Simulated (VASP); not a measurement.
Band structure of BP (relaxed from the WC structure, space group P-6m2). These are r2SCAN meta-GGA, VASP's PBE PAW potentials (set 64) (plane waves; VASP) values and carry that method's errors.

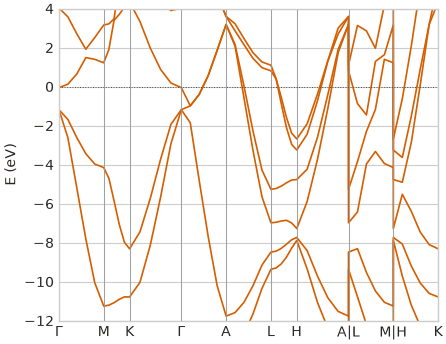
*Bands along high-symmetry lines, zero at the valence-band maximum or, without a gap, the Fermi level*

**Question.** Read the plot: is there a gap, and where are the band edges?

**Answer.** It has no gap at this level: it comes out as a metal or semimetal.

The structure was generated: BP was put into the WC type (P-6m2), which need not be its known phase. It was relaxed first, which changed the volume by +8 %.
